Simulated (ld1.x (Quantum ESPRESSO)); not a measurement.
**Potentials for Ta that differ in a few settings, part 1 of 2**

Aim: generate and test one potential in full, then change a few of its settings and see what happens to hardness, ghosts and transferability.

Program: ld1.x (Quantum ESPRESSO) 7.5. Reference atom: PBE, scalar-relativistic, spherical and spin-unpolarised. All values are calculated.

### 1 The design

The settings as typed:

```json
{
 "element": "tantalum (Ta, Z = 73)",
 "type": "norm-conserving Troullier–Martins (Kleinman–Bylander form)",
 "frozen core": "[Kr] 4d10 4f14 5s2",
 "valence charge": "11",
 "reference configuration": "5p6 5d3 6s2 6p0",
 "partial waves": "6s (bound): rc 2.60 bohr; 5p (bound): rc 1.95 bohr; 5d (bound): rc 2.05 bohr",
 "local potential": "the d channel",
 "core correction": "a·sin(br)/r model core inside 0.80 bohr"
}
```

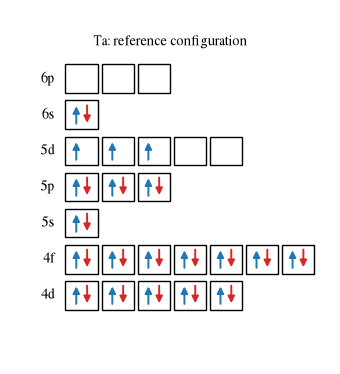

The outer shells as boxes. The arrows follow Hund's rule for the drawing; the calculation itself is spin-unpolarised.

An earlier all-electron run gives the scale for the radii.

All-electron outer shells of the reference configuration (PBE, scalar-relativistic, ld1.x):

```tsv
shell	level (eV)	outermost node (bohr)	outermost maximum (bohr)
5s	-73.00	0.54	0.98
5p	-39.40	0.58	1.13
4f	-24.70	–	0.44
6s	-5.44	1.32	2.78
5d	-3.59	0.65	1.58
6p	-1.39	1.60	3.89
```

### 2 Generation of the first potential

Contents of Ta.in:

```
 &input
   title='Ta', zed=73., rel=1, dft='PBE', iswitch=3,
   config='[Xe] 4f14 5d3 6s2 6p0',
   nld=3, rlderiv=2.85, eminld=-5.0, emaxld=5.0, deld=0.02
 /
 &inputp
   pseudotype=2, tm=.true., lloc=2,
   nlcc=.true., rcore=0.80,
   file_pseudopw='Ta.UPF', file_wfcaegen='ae.wfc', file_wfcncgen='nc.wfc', file_beta='beta', file_chi='chi'
 /
3
6S  1  0   2.00   0.00  2.60  2.60  0.0
5P  2  1   6.00   0.00  1.95  1.95  0.0
5D  3  2   3.00   0.00  2.05  2.05  0.0
 &test
   configts(1)='5p6 5d3 6s2 6p0'
 /
```

Command:

```
$ ld1.x < Ta.in > Ta.out
```

What the program wrote to Ta.out (without the banner and most projector matrices):

```text
     Program LD1 v.7.5
     --------------------------- All-electron run ----------------------------

     Ta
     scalar relativistic calculation

     atomic number is 73.00
     dft =PBE   lsd =0 sic =0 latt =0  beta=0.20 tr2=1.0E-14
     Exchange-correlation= PBE
                           (   1   4   3   4   0   0   0)
     mesh =1273 r(mesh) = 100.43799 a.u. xmin = -7.00 dx = 0.01250
     1 Ry =  13.60569312 eV, c = 137.03599908

     n l     nl                  e(Ry)          e(Ha)          e(eV)
     1 0     1S 1( 2.00)     -4951.7605     -2475.8802    -67372.1337
     2 0     2S 1( 2.00)      -850.7551      -425.3776    -11575.1131
     2 1     2P 1( 6.00)      -745.4767      -372.7383    -10142.7271
     3 0     3S 1( 2.00)      -194.8940       -97.4470     -2651.6676
     3 1     3P 1( 6.00)      -163.5864       -81.7932     -2225.7059
     4 0     4S 1( 2.00)       -39.7359       -19.8680      -540.6347
     4 1     4P 1( 6.00)       -29.4680       -14.7340      -400.9329
     3 2     3D 1(10.00)      -127.0809       -63.5405     -1729.0238
     5 0     5S 1( 2.00)        -5.3656        -2.6828       -73.0021
     5 1     5P 1( 6.00)        -2.8957        -1.4479       -39.3986
     4 2     4D 1(10.00)       -16.3309        -8.1655      -222.1936
     4 3     4F 1(14.00)        -1.8157        -0.9079       -24.7045
     5 2     5D 1( 3.00)        -0.2639        -0.1320        -3.5906
     6 0     6S 1( 2.00)        -0.4000        -0.2000        -5.4422
     6 1     6P 1( 0.00)        -0.1023        -0.0511        -1.3912

     final scf error:  3.6E-15 reached in  29 iterations

     Etot =  -31209.127621 Ry,  -15604.563811 Ha, -424621.813051 eV

     Ekin =   34296.311234 Ry,   17148.155617 Ha,  466625.085897 eV
     Encl =  -77083.937462 Ry,  -38541.968731 Ha,-1048780.397823 eV
     Eh   =   12208.679052 Ry,    6104.339526 Ha,  166107.540617 eV
     Exc  =    -630.180445 Ry,    -315.090222 Ha,   -8574.041741 eV

     normalization and overlap integrals

     s(1S/1S) =  1.000000  <r> =   0.0187  <r2> =    0.0005  r(max) =   0.0116
     s(2S/2S) =  1.000000  <r> =   0.0789  <r2> =    0.0074  r(max) =   0.0670
     s(2P/2P) =  1.000000  <r> =   0.0706  <r2> =    0.0061  r(max) =   0.0549
     s(3S/3S) =  1.000000  <r> =   0.2048  <r2> =    0.0479  r(max) =   0.1891
     s(3P/3P) =  1.000000  <r> =   0.2049  <r2> =    0.0487  r(max) =   0.1868
     s(4S/4S) =  1.000000  <r> =   0.4587  <r2> =    0.2376  r(max) =   0.4262
     s(4P/4P) =  1.000000  <r> =   0.4877  <r2> =    0.2706  r(max) =   0.4480
     s(3D/3D) =  1.000000  <r> =   0.1856  <r2> =    0.0404  r(max) =   0.1529
     s(5S/5S) =  1.000000  <r> =   1.1000  <r2> =    1.3609  r(max) =   0.9847
     s(5P/5P) =  1.000000  <r> =   1.2940  <r2> =    1.9028  r(max) =   1.1298
     s(4D/4D) =  1.000000  <r> =   0.5231  <r2> =    0.3173  r(max) =   0.4593
     s(4F/4F) =  1.000000  <r> =   0.6395  <r2> =    0.5210  r(max) =   0.4424
     s(5D/5D) =  1.000000  <r> =   2.2575  <r2> =    6.3202  r(max) =   1.5833
     s(6S/6S) =  1.000000  <r> =   3.2994  <r2> =   12.4368  r(max) =   2.7789
     s(6P/6P) =  1.000000  <r> =   4.9596  <r2> =   28.8401  r(max) =   3.8944

     ------------------------ End of All-electron run ------------------------

     --------------------- Generating NC pseudopotential ---------------------

      Generating local pot.: lloc=2, matching radius rcloc =   2.0500

      Computing core charge for nlcc:

       r > 0.81 : true rho core
       r < 0.81 : rho core = a sin(br)/r    a=  49.23  b=   3.19

      Integrated core pseudo-charge :  19.23

      Wfc   6S  rcut= 2.610  Using Troullier-Martins method

      Wfc   5P  rcut= 1.934  Using Troullier-Martins method

     ------------------- End of pseudopotential generation -------------------

     [... the all-electron block is printed once more ...]


     Computing logarithmic derivative in   2.86713
     Computing logarithmic derivative in   2.86713
     Computing the partial wave expansion
     R is outside the sphere for l=    0 j= 0.00
     R is outside the sphere for l=    1 j= 0.00
       no projector for channel:   2

     ---------------------- Testing the pseudopotential ----------------------

     Ta
     scalar relativistic calculation

     atomic number is 73.00   valence charge is 11.00
     dft =PBE   lsd =0 sic =0 latt =0  beta=0.20 tr2=1.0E-14
     mesh =1273 r(mesh) = 100.43799 xmin = -7.00 dx = 0.01250

     n l     nl             e AE (Ry)        e PS (Ry)    De AE-PS (Ry)
     2 1     5P   1( 6.00)       -2.89574       -2.89574        0.00000
     3 2     5D   1( 3.00)       -0.26390       -0.26390       -0.00000
     1 0     6S   1( 2.00)       -0.40000       -0.40000        0.00000
     3 1     6P   1( 0.00)       -0.10225       -0.08467       -0.01758  !

     eps = 2.8E-15  iter =  9

     Etot =  -31209.127621 Ry,  -15604.563811 Ha, -424621.813051 eV
     Etotps =  -125.463894 Ry,     -62.731947 Ha,   -1707.023236 eV

     Ekin =      29.092420 Ry,      14.546210 Ha,     395.822544 eV
     Encl =    -152.310320 Ry,     -76.155160 Ha,   -2072.287468 eV
     Ehrt =      59.797650 Ry,      29.898825 Ha,     813.588473 eV
     Ecxc =     -62.832855 Ry,     -31.416427 Ha,    -854.884543 eV
     (Ecc =     -48.417696 Ry,     -24.208848 Ha,    -658.756315 eV)
     Epseu=       0.789211 Ry,       0.394605 Ha,      10.737758 eV

     ---------------------- End of pseudopotential test ----------------------
```

Wall time 2.9 s (1 thread, shared host). This counts the later configuration tests of the new file too.

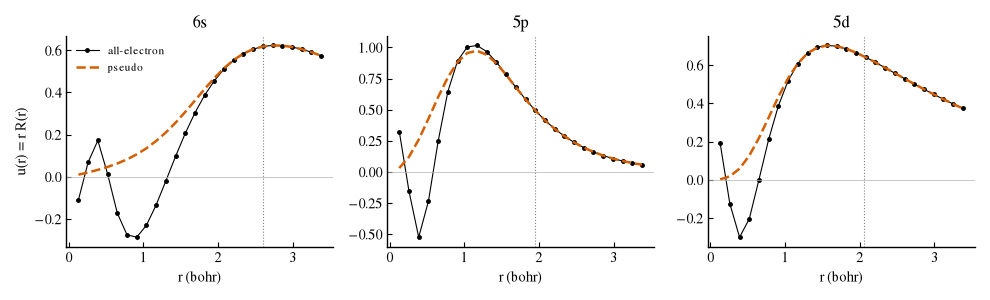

Bound waves of the atom and their pseudo partners (6s, 5p, 5d), with the matching radii dotted. The curves join 26 sampled radii, too few to resolve the innermost nodes.

### 3 Testing the new file in other configurations

Contents of Ta.test.in:

```
 &input
   title='Ta', zed=73., rel=1, dft='PBE', iswitch=2,
   config='[Xe] 4f14 5d3 6s2 6p0'
 /
 &test
   file_pseudo='Ta.UPF', nconf=8,
   configts(1)='5p6 5d3 6s2 6p0',
   configts(2)='5p6 5d3 6s1 6p0',
   configts(3)='5p6 5d3 6s0 6p0',
   configts(4)='5p6 5d2 6s0 6p0',
   configts(5)='5p6 5d3 6s1 6p1',
   configts(6)='5p6 5d4 6s1 6p0',
   configts(7)='5p6 5d3 6s1.5 6p0',
   configts(8)='5p5 5d3 6s2 6p0'
 /
```

Command:

```
$ ld1.x < Ta.test.in > Ta.test.out
```

Ta.test.out, the pseudopotential blocks, each with the warnings that came before it:

```text
     ---------------------- Testing the pseudopotential ----------------------

     Ta
     scalar relativistic calculation

     atomic number is 73.00   valence charge is 11.00
     dft =PBE   lsd =0 sic =0 latt =0  beta=0.20 tr2=1.0E-14
     mesh =1273 r(mesh) = 100.43799 xmin = -7.00 dx = 0.01250

     n l     nl             e AE (Ry)        e PS (Ry)    De AE-PS (Ry)
     2 1     5P   1( 6.00)       -2.89574       -2.89574        0.00000
     3 2     5D   1( 3.00)       -0.26390       -0.26390       -0.00000
     1 0     6S   1( 2.00)       -0.40000       -0.40000        0.00000
     3 1     6P   1( 0.00)       -0.10225       -0.08467       -0.01758  !

     eps = 1.9E-15  iter =  8

     Etot =  -31209.127621 Ry,  -15604.563811 Ha, -424621.813051 eV
     Etotps =  -125.463893 Ry,     -62.731947 Ha,   -1707.023233 eV

     Ekin =      29.092421 Ry,      14.546210 Ha,     395.822550 eV
     Encl =    -152.310320 Ry,     -76.155160 Ha,   -2072.287471 eV
     Ehrt =      59.797650 Ry,      29.898825 Ha,     813.588474 eV
     Ecxc =     -62.832855 Ry,     -31.416428 Ha,    -854.884544 eV
     (Ecc =     -48.417696 Ry,     -24.208848 Ha,    -658.756315 eV)
     Epseu=       0.789211 Ry,       0.394605 Ha,      10.737757 eV

     ---------------------- End of pseudopotential test ----------------------

     ---------------------- Testing the pseudopotential ----------------------

     Ta
     scalar relativistic calculation

     atomic number is 73.00   valence charge is 11.00
     dft =PBE   lsd =0 sic =0 latt =0  beta=0.20 tr2=1.0E-14
     mesh =1273 r(mesh) = 100.43799 xmin = -7.00 dx = 0.01250

     n l     nl             e AE (Ry)        e PS (Ry)    De AE-PS (Ry)
     2 1     5P   1( 6.00)       -3.42663       -3.41969       -0.00693  !
     3 2     5D   1( 3.00)       -0.77071       -0.76913       -0.00157
     1 0     6S   1( 1.00)       -0.85403       -0.85508        0.00105
     3 1     6P   1( 0.00)       -0.48603       -0.45349       -0.03255  !

     eps = 9.9E-15  iter = 14

     Etot =  -31208.505287 Ry,  -15604.252643 Ha, -424613.345756 eV
     Etotps =  -124.840851 Ry,     -62.420426 Ha,   -1698.546314 eV
     dEtot_ae =       0.622335 Ry
     dEtot_ps =       0.623042 Ry,   Delta E=      -0.000707 Ry

     Ekin =      29.503911 Ry,      14.751956 Ha,     401.421166 eV
     Encl =    -146.650925 Ry,     -73.325463 Ha,   -1995.287486 eV
     Ehrt =      54.345101 Ry,      27.172551 Ha,     739.402770 eV
     Ecxc =     -62.515379 Ry,     -31.257690 Ha,    -850.565068 eV
     (Ecc =     -48.417696 Ry,     -24.208848 Ha,    -658.756315 eV)
     Epseu=       0.476441 Ry,       0.238220 Ha,       6.482305 eV

     ---------------------- End of pseudopotential test ----------------------

     ---------------------- Testing the pseudopotential ----------------------

     Ta
     scalar relativistic calculation

     atomic number is 73.00   valence charge is 11.00
     dft =PBE   lsd =0 sic =0 latt =0  beta=0.20 tr2=1.0E-14
     mesh =1273 r(mesh) = 100.43799 xmin = -7.00 dx = 0.01250

     n l     nl             e AE (Ry)        e PS (Ry)    De AE-PS (Ry)
     2 1     5P   1( 6.00)       -4.03906       -4.02417       -0.01488  !
     3 2     5D   1( 3.00)       -1.34589       -1.34251       -0.00338
     1 0     6S   1( 0.00)       -1.35483       -1.35775        0.00293
     3 1     6P   1( 0.00)       -0.92183       -0.87264       -0.04919  !

     eps = 9.3E-15  iter =  7

     Etot =  -31207.404856 Ry,  -15603.702428 Ha, -424598.373630 eV
     Etotps =  -123.738158 Ry,     -61.869079 Ha,   -1683.543408 eV
     dEtot_ae =       1.722766 Ry
     dEtot_ps =       1.725735 Ry,   Delta E=      -0.002970 Ry

     Ekin =      29.878468 Ry,      14.939234 Ha,     406.517266 eV
     Encl =    -140.074669 Ry,     -70.037335 Ha,   -1905.812965 eV
     Ehrt =      48.631117 Ry,      24.315559 Ha,     661.660060 eV
     Ecxc =     -62.172021 Ry,     -31.086010 Ha,    -845.893437 eV
     (Ecc =     -48.417696 Ry,     -24.208848 Ha,    -658.756315 eV)
     Epseu=      -0.001053 Ry,      -0.000527 Ha,      -0.014333 eV

     ---------------------- End of pseudopotential test ----------------------

     Warning: n=1, l=0 expected 0 nodes, found 1
     ---------------------- Testing the pseudopotential ----------------------

     Ta
     scalar relativistic calculation

     atomic number is 73.00   valence charge is 11.00
     dft =PBE   lsd =0 sic =0 latt =0  beta=0.20 tr2=1.0E-14
     mesh =1273 r(mesh) = 100.43799 xmin = -7.00 dx = 0.01250

     n l     nl             e AE (Ry)        e PS (Ry)    De AE-PS (Ry)
     2 1     5P   1( 6.00)       -4.93499       -4.93372       -0.00127
     3 2     5D   1( 2.00)       -2.14090       -2.14217        0.00127
     1 0     6S   1( 0.00)       -1.99759       -2.03421        0.03662  !
     3 1     6P   1( 0.00)       -1.47763       -1.39638       -0.08125  !

     eps = 4.0E-15  iter =  7

     Etot =  -31205.670024 Ry,  -15602.835012 Ha, -424574.770038 eV
     Etotps =  -122.004768 Ry,     -61.002384 Ha,   -1659.959431 eV
     dEtot_ae =       3.457598 Ry
     dEtot_ps =       3.459126 Ry,   Delta E=      -0.001528 Ry

     Ekin =      27.901481 Ry,      13.950740 Ha,     379.618985 eV
     Encl =    -129.531514 Ry,     -64.765757 Ha,   -1762.366032 eV
     Ehrt =      40.983883 Ry,      20.491942 Ha,     557.614141 eV
     Ecxc =     -61.357344 Ry,     -30.678672 Ha,    -834.809189 eV
     (Ecc =     -48.417696 Ry,     -24.208848 Ha,    -658.756315 eV)
     Epseu=      -0.001274 Ry,      -0.000637 Ha,      -0.017337 eV

     ---------------------- End of pseudopotential test ----------------------

     ---------------------- Testing the pseudopotential ----------------------

     Ta
     scalar relativistic calculation

     atomic number is 73.00   valence charge is 11.00
     dft =PBE   lsd =0 sic =0 latt =0  beta=0.20 tr2=1.0E-14
     mesh =1273 r(mesh) = 100.43799 xmin = -7.00 dx = 0.01250

     n l     nl             e AE (Ry)        e PS (Ry)    De AE-PS (Ry)
     2 1     5P   1( 6.00)       -3.00804       -3.02433        0.01629  !
     3 2     5D   1( 3.00)       -0.35949       -0.37733        0.01784  !
     1 0     6S   1( 1.00)       -0.47090       -0.48579        0.01489  !
     3 1     6P   1( 1.00)       -0.15433       -0.14319       -0.01114  !

     eps = 3.5E-15  iter = 12

     Etot =  -31208.820510 Ry,  -15604.410255 Ha, -424617.634589 eV
     Etotps =  -125.134986 Ry,     -62.567493 Ha,   -1702.548222 eV
     dEtot_ae =       0.307111 Ry
     dEtot_ps =       0.328907 Ry,   Delta E=      -0.021796 Ry

     Ekin =      29.641997 Ry,      14.820999 Ha,     403.299915 eV
     Encl =    -150.956334 Ry,     -75.478167 Ha,   -2053.865555 eV
     Ehrt =      58.479889 Ry,      29.239944 Ha,     795.659423 eV
     Ecxc =     -62.727432 Ry,     -31.363716 Ha,    -853.450187 eV
     (Ecc =     -48.417696 Ry,     -24.208848 Ha,    -658.756315 eV)
     Epseu=       0.426893 Ry,       0.213447 Ha,       5.808181 eV

     ---------------------- End of pseudopotential test ----------------------

     ---------------------- Testing the pseudopotential ----------------------

     Ta
     scalar relativistic calculation

     atomic number is 73.00   valence charge is 11.00
     dft =PBE   lsd =0 sic =0 latt =0  beta=0.20 tr2=1.0E-14
     mesh =1273 r(mesh) = 100.43799 xmin = -7.00 dx = 0.01250

     n l     nl             e AE (Ry)        e PS (Ry)    De AE-PS (Ry)
     2 1     5P   1( 6.00)       -2.78132       -2.77070       -0.01062  !
     3 2     5D   1( 4.00)       -0.19436       -0.19335       -0.00101
     1 0     6S   1( 1.00)       -0.36482       -0.36733        0.00252
     3 1     6P   1( 0.00)       -0.08930       -0.07593       -0.01337  !

     eps = 1.2E-15  iter = 12

     Etot =  -31208.973730 Ry,  -15604.486865 Ha, -424619.719257 eV
     Etotps =  -125.307713 Ry,     -62.653857 Ha,   -1704.898296 eV
     dEtot_ae =       0.153891 Ry
     dEtot_ps =       0.156180 Ry,   Delta E=      -0.002289 Ry

     Ekin =      30.482237 Ry,      15.241118 Ha,     414.731961 eV
     Encl =    -153.990433 Ry,     -76.995216 Ha,   -2095.146569 eV
     Ehrt =      60.876179 Ry,      30.438090 Ha,     828.262612 eV
     Ecxc =     -63.040898 Ry,     -31.520449 Ha,    -857.715117 eV
     (Ecc =     -48.417696 Ry,     -24.208848 Ha,    -658.756315 eV)
     Epseu=       0.365201 Ry,       0.182601 Ha,       4.968817 eV

     ---------------------- End of pseudopotential test ----------------------

     ---------------------- Testing the pseudopotential ----------------------

     Ta
     scalar relativistic calculation

     atomic number is 73.00   valence charge is 11.00
     dft =PBE   lsd =0 sic =0 latt =0  beta=0.20 tr2=1.0E-14
     mesh =1273 r(mesh) = 100.43799 xmin = -7.00 dx = 0.01250

     n l     nl             e AE (Ry)        e PS (Ry)    De AE-PS (Ry)
     2 1     5P   1( 6.00)       -3.14972       -3.14643       -0.00329
     3 2     5D   1( 3.00)       -0.50765       -0.50692       -0.00073
     1 0     6S   1( 1.50)       -0.62035       -0.62081        0.00045
     3 1     6P   1( 0.00)       -0.28613       -0.26105       -0.02507  !

     eps = 6.4E-15  iter = 17

     Etot =  -31208.873240 Ry,  -15604.436620 Ha, -424618.352017 eV
     Etotps =  -125.209316 Ry,     -62.604658 Ha,   -1703.559534 eV
     dEtot_ae =       0.254381 Ry
     dEtot_ps =       0.254577 Ry,   Delta E=      -0.000196 Ry

     Ekin =      29.303322 Ry,      14.651661 Ha,     398.692008 eV
     Encl =    -149.607302 Ry,     -74.803651 Ha,   -2035.511046 eV
     Ehrt =      57.122976 Ry,      28.561488 Ha,     777.197682 eV
     Ecxc =     -62.679393 Ry,     -31.339696 Ha,    -852.796585 eV
     (Ecc =     -48.417696 Ry,     -24.208848 Ha,    -658.756315 eV)
     Epseu=       0.651081 Ry,       0.325540 Ha,       8.858408 eV

     ---------------------- End of pseudopotential test ----------------------

     ---------------------- Testing the pseudopotential ----------------------

     Ta
     scalar relativistic calculation

     atomic number is 73.00   valence charge is 11.00
     dft =PBE   lsd =0 sic =0 latt =0  beta=0.20 tr2=1.0E-14
     mesh =1273 r(mesh) = 100.43799 xmin = -7.00 dx = 0.01250

     n l     nl             e AE (Ry)        e PS (Ry)    De AE-PS (Ry)
     2 1     5P   1( 5.00)       -3.75261       -3.80165        0.04903  !
     3 2     5D   1( 3.00)       -0.97407       -0.98806        0.01399  !
     1 0     6S   1( 2.00)       -0.95056       -0.94346       -0.00710  !
     3 1     6P   1( 0.00)       -0.53995       -0.49454       -0.04540  !

     eps = 9.8E-15  iter = 21

     Etot =  -31205.821618 Ry,  -15602.910809 Ha, -424576.832591 eV
     Etotps =  -122.130475 Ry,     -61.065238 Ha,   -1661.669769 eV
     dEtot_ae =       3.306003 Ry
     dEtot_ps =       3.333418 Ry,   Delta E=      -0.027415 Ry

     Ekin =      28.286580 Ry,      14.143290 Ha,     384.858524 eV
     Encl =    -141.284510 Ry,     -70.642255 Ha,   -1922.273690 eV
     Ehrt =      51.413969 Ry,      25.706985 Ha,     699.522689 eV
     Ecxc =     -61.638656 Ry,     -30.819328 Ha,    -838.636631 eV
     (Ecc =     -48.417696 Ry,     -24.208848 Ha,    -658.756315 eV)
     Epseu=       1.092141 Ry,       0.546071 Ha,      14.859340 eV

     ---------------------- End of pseudopotential test ----------------------
```

The tests as a table, with energies relative to 5p6 5d3 6s2 6p0. A star marks tests that logged a warning.

```csv
valence configuration,charge,ΔE all-electron (eV),error AE − PS (meV)
5p6 5d3 6s1 6p0,+1,8.467,-9.6
5p6 5d3 6s0 6p0,+2,23.439,-40
5p6 5d2 6s0 6p0 *,+3,47.043,-21
5p6 5d3 6s1 6p1,0,4.178,-297
5p6 5d4 6s1 6p0,0,2.094,-31
5p6 5d3 6s1.5 6p0,+0.5,3.461,-2.7
5p5 5d3 6s2 6p0,+1,44.980,-373
```

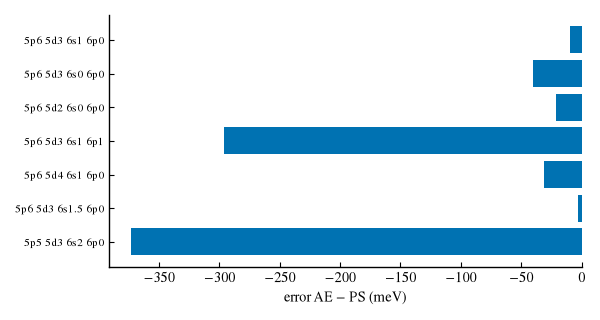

Error of the potential in each test configuration.

### 4 Scattering by logarithmic derivatives

Taken from the files of the generation run. The phase is arctan(r·u′/u) with u = r·R, unwrapped, with energies in Ry. A pole is an energy at which the radial function vanishes at the test radius. The pseudo phase is shifted by a multiple of π to meet the all-electron one at the reference energy. Levels narrower than the energy grid can be missing from the poles. The last column is the largest difference on the grid between −1 and +1 Ry.

```tsv
channel	radius (bohr)	reference (Ry)	poles AE	poles PS	window around the reference with phases within 0.05 rad (Ry)	largest difference near zero (rad)
s	2.87	-0.40	1.59	-3.20, 1.47	-3.2 to 2.5	0.010
p	2.87	-2.90	-2.84, 3.04	-2.84, 4.23	below -0.5	0.626
d	2.87	-0.26	0.24	0.24	below 2.4	0.001
```

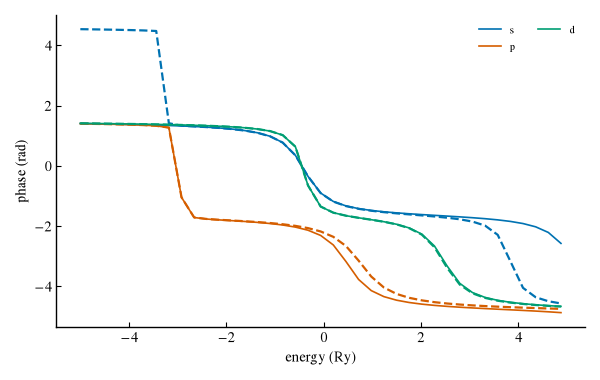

All-electron (solid) and pseudo (dashed) phases against energy.

(Continued in part 2 of 2.)
